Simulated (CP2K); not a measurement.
**MNDOD run of Si2H5S (SMILES [SiH2]S[SiH3])**

Aim: the vertical ionisation energy of Si2H5S at MNDOD, from 2 runs. 

The results are computed with CP2K 2026.2.

6 further runs of the same task are left out: 6 set aside as unsound or not needed.

**1. The molecule**

Si2H5S: 8 atoms, total charge 0, spin state doublet. As SMILES, `[SiH2]S[SiH3]`. Geometry: relaxed at GFN2-xTB. This is one conformer, not always the lowest.

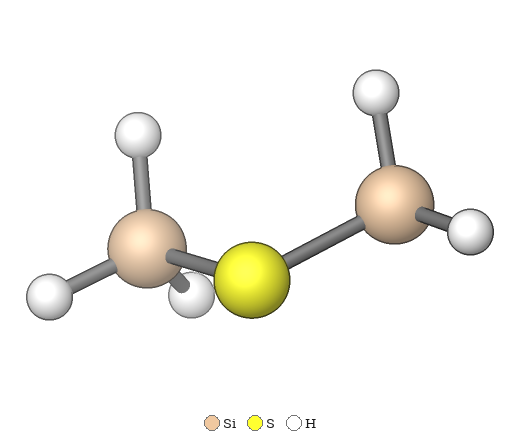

The structure, seen from a chosen angle (silicon light orange, sulfur yellow, hydrogen white).

**2. Energy and forces at MNDOD**

The input, molecule.xyz:

```xyz
8

Si    -1.281730     1.071800    -0.864360
S     -0.300620    -0.842170    -0.915900
Si     0.834700    -0.853810     0.902320
H     -2.152590     1.071570    -2.022790
H     -0.279460     2.128910    -0.849690
H      1.528090    -2.128690     0.863810
H     -0.098740    -0.729110     2.014000
H      1.750360     0.281490     0.872600
```

The input, gas.inp:

```
&GLOBAL
   PROJECT gas
   RUN_TYPE ENERGY_FORCE
   PRINT_LEVEL MEDIUM
&END GLOBAL

&FORCE_EVAL
   METHOD Quickstep
   &DFT
      CHARGE 0
      MULTIPLICITY 2
      SPIN_POLARIZED T
      &QS
         METHOD MNDOD
         EPS_DEFAULT 1.0E-10
         &SE
            &COULOMB
               CUTOFF [angstrom] 50
               RC_RANGE [angstrom] 0
            &END COULOMB
            &EXCHANGE
               CUTOFF [angstrom] 50
               RC_RANGE [angstrom] 0
            &END EXCHANGE
         &END SE
      &END QS
      &POISSON
         PERIODIC NONE
         POISSON_SOLVER ANALYTIC
      &END POISSON
      &SCF
         SCF_GUESS ATOMIC
         EPS_SCF 1.0E-07
         MAX_SCF 80
         ADDED_MOS 2
         &DIAGONALIZATION
            ALGORITHM STANDARD
         &END DIAGONALIZATION
         &MIXING
            METHOD DIRECT_P_MIXING
            ALPHA 0.4
         &END MIXING
      &END SCF
      &PRINT
         &MOMENTS
            PERIODIC F
            REFERENCE COM
            MAX_MOMENT 1
         &END MOMENTS
         &MO ON
            ENERGIES T
            OCCUPATION_NUMBERS T
            NDIGITS 6
            &EACH
               QS_SCF 0
            &END EACH
            ADD_LAST NUMERIC
         &END MO
         &HIRSHFELD OFF
         &END HIRSHFELD
      &END PRINT
   &END DFT
   &SUBSYS
      &CELL
         ABC [angstrom] 13.9 14.3 14
         PERIODIC NONE
      &END CELL
      &TOPOLOGY
         COORD_FILE_NAME molecule.xyz
         COORD_FILE_FORMAT XYZ
         &CENTER_COORDINATES
         &END CENTER_COORDINATES
      &END TOPOLOGY
   &END SUBSYS
   &PRINT
      &FORCES ON
      &END FORCES
   &END PRINT
&END FORCE_EVAL
```

On the command line:

```sh
$ OMP_NUM_THREADS=1 cp2k.psmp -i gas.inp > gas.out 2>&1
```

The program printed, shortened:

```text
CP2K| version string:                                       CP2K version 2026.2
[...]
 GLOBAL| Method name                                                        CP2K
[...]
 GLOBAL| Run type                                                   ENERGY_FORCE
[...]
                             - Atoms:                                          8
[...]
                             - Spherical basis functions:                     32
[...]
 Number of electrons:                                                         10
[...]
     1 P_Mix/Diag. 0.40E+00    0.0     0.41197912       -12.1626631986 -1.22E+01
[...]
    22 DIIS/Diag.  0.55E-07    0.0     0.00000008       -15.8863220765 -8.88E-14
  *** SCF run converged in    22 steps ***
  Core-core repulsion energy [eV]:                            769.71973954405848
  Core Hamiltonian energy [eV]:                              -647.38555524737615
  Two-electron integral energy [eV]:                        -1109.24598477939276
  Electronic energy [eV]:                                   -1202.00854763707252
  Total energy [eV]:                                         -432.28880809301410
  Atomic reference energy [eV]:                               432.41036431594421
  Heat of formation [kcal/mol]:                                 2.80315331523727
[...]
 SE_DIPOLE| Moment [Debye]          0.33489833      -1.00611558      -1.56331763
 SE_DIPOLE| Derivative [a.u.]       0.00000000       0.00000000       0.00000000
 ENERGY| Total FORCE_EVAL ( QS ) energy [hartree]            -15.886322076517992
 FORCES| Atomic forces [hartree/bohr]
 FORCES|   Atom     x               y               z               |f|
 FORCES|      1  1.23124786E-02 -1.61943467E-02 -1.64226496E-02   2.61449309E-02
 FORCES|      2 -2.05228183E-03  2.39815085E-02  2.06069715E-02   3.16855154E-02
 FORCES|      3 -3.89771349E-03 -3.88104143E-03 -1.48291021E-02   1.58163498E-02
 FORCES|      4  7.42458300E-03  5.37507231E-03  1.11598999E-02   1.44415789E-02
 FORCES|      5 -1.21221610E-02 -8.40867456E-03 -1.16426159E-03   1.47989223E-02
 FORCES|      6 -5.52487926E-03  1.52539722E-02  6.51973555E-03   1.74847051E-02
 FORCES|      7  1.35795847E-02 -1.81478907E-03 -1.00757227E-02   1.70064331E-02
 FORCES|      8 -9.71961072E-03 -1.43117013E-02  4.20512895E-03   1.78038966E-02
 FORCES| Sum     2.49800181E-16 -7.63278329E-17 -6.24500451E-17
 FORCES| Total atomic force                                       2.68562984E-16
[...]
```

Wall time 0.32 s (1 thread of Arm Neoverse V1, shared host).

**3. The singlet cation, same level**

molecule.xyz is that of step 2.

The input, mol.inp:

```
&GLOBAL
 PROJECT mol
 RUN_TYPE ENERGY_FORCE
 PRINT_LEVEL MEDIUM
&END

&FORCE_EVAL
 METHOD Quickstep
 &DFT
  CHARGE 1
  &QS
   METHOD MNDOD
   EPS_DEFAULT 1.0E-10
   &SE
    &COULOMB
     CUTOFF [angstrom] 50
     RC_RANGE [angstrom] 0
    &END
    &EXCHANGE
     CUTOFF [angstrom] 50
     RC_RANGE [angstrom] 0
    &END
   &END
  &END
  &POISSON
   PERIODIC NONE
   POISSON_SOLVER ANALYTIC
  &END
  &SCF
   SCF_GUESS ATOMIC
   EPS_SCF 1.0E-07
   MAX_SCF 150
   ADDED_MOS 4
   &DIAGONALIZATION
    ALGORITHM STANDARD
   &END
   &MIXING
    METHOD DIRECT_P_MIXING
    ALPHA 0.4
   &END
  &END
  &PRINT
   &MOMENTS
    PERIODIC F
    REFERENCE COM
    MAX_MOMENT 1
   &END
   &MO ON
    ENERGIES T
    OCCUPATION_NUMBERS T
    NDIGITS 6
    &EACH
     QS_SCF 0
    &END
    ADD_LAST NUMERIC
   &END
   &HIRSHFELD OFF
   &END
  &END
 &END
 &SUBSYS
  &CELL
   ABC 13.9 14.3 14
   PERIODIC NONE
  &END
  &TOPOLOGY
   COORD_FILE_NAME molecule.xyz
   COORD_FILE_FORMAT XYZ
   &CENTER_COORDINATES
   &END
  &END
 &END
 &PRINT
  &FORCES ON
  &END
 &END
&END
```

On the command line:

```sh
$ OMP_NUM_THREADS=1 cp2k.psmp -i mol.inp -o mol.out
```

The program printed, shortened:

```text
CP2K| version string:                                       CP2K version 2026.2
[...]
 GLOBAL| Method name                                                        CP2K
[...]
 GLOBAL| Run type                                                   ENERGY_FORCE
[...]
                             - Atoms:                                          8
[...]
                             - Spherical basis functions:                     32
[...]
 Number of electrons:                                                         18
[...]
     1 P_Mix/Diag. 0.40E+00    0.0     0.70452728       -12.1842769875 -1.22E+01
[...]
    20 DIIS/Diag.  0.56E-07    0.0     0.00000009       -15.5626919540 -8.53E-14
  *** SCF run converged in    20 steps ***
  Core-core repulsion energy [eV]:                            769.71973954405848
  Core Hamiltonian energy [eV]:                              -620.04844348931488
  Two-electron integral energy [eV]:                        -1146.30736131255139
  Electronic energy [eV]:                                   -1193.20212414559046
  Total energy [eV]:                                         -423.48238460153209
  Atomic reference energy [eV]:                               432.41036431594421
  Heat of formation [kcal/mol]:                               205.88411955858425
[...]
 ENERGY| Total FORCE_EVAL ( QS ) energy [hartree]            -15.562691953996232
 FORCES| Atomic forces [hartree/bohr]
 FORCES|   Atom     x               y               z               |f|
 FORCES|      1  5.09131877E-02 -3.93689930E-02 -6.45592354E-02   9.11590103E-02
 FORCES|      2 -3.30252851E-02  4.86774240E-02  1.78590262E-02   6.14744327E-02
 FORCES|      3  2.46453088E-02 -1.39552558E-02  1.72836110E-02   3.31792649E-02
 FORCES|      4 -2.77477942E-03  7.49151861E-03  2.75539394E-02   2.86887056E-02
 FORCES|      5 -2.48160359E-02 -7.62700951E-03  1.65386233E-02   3.07820235E-02
 FORCES|      6 -8.79704918E-03  1.63434044E-02  2.20577641E-03   1.86911849E-02
 FORCES|      7  8.72774246E-03  6.54992830E-04 -1.64863861E-02   1.86655681E-02
 FORCES|      8 -1.48730893E-02 -1.22160815E-02 -3.95354755E-04   1.92509153E-02
 FORCES| Sum     1.38777878E-17  1.94289029E-16  4.16333634E-17
 FORCES| Total atomic force                                       1.99183726E-16
[...]
```

Run time: 0.28 s. Hardware: 1 thread of Arm Neoverse V1, shared host.

**4. Summary of results**

At MNDOD:

```
                                                 quantity           value
                             doublet Si2H5S: total energy    -15.88632 Eh
                            doublet Si2H5S: dipole moment          1.89 D
       doublet Si2H5S: HOMO energy (highest over α and β)        -9.11 eV
        doublet Si2H5S: LUMO energy (lowest over α and β)        -1.07 eV
doublet Si2H5S: heat of formation at this unrelaxed shape    2.8 kcal/mol
                 doublet Si2H5S: largest force on an atom      1.629 eV/Å
                             singlet cation: total energy    -15.56269 Eh
                              singlet cation: HOMO energy       -16.09 eV
                              singlet cation: LUMO energy        -8.44 eV
                            singlet cation: HOMO–LUMO gap         7.65 eV
singlet cation: heat of formation at this unrelaxed shape  205.9 kcal/mol
                 singlet cation: largest force on an atom      4.688 eV/Å
       vertical ionisation energy (to the singlet cation)        8.806 eV
```

Removing an electron at fixed nuclei costs 8.81 eV (203 kcal/mol). The largest force (doublet Si2H5S) is 1.63 eV/Å: the shape isn't a stationary point for this species at this level. Only the singlet of the ionised species was computed; a triplet could lie lower.
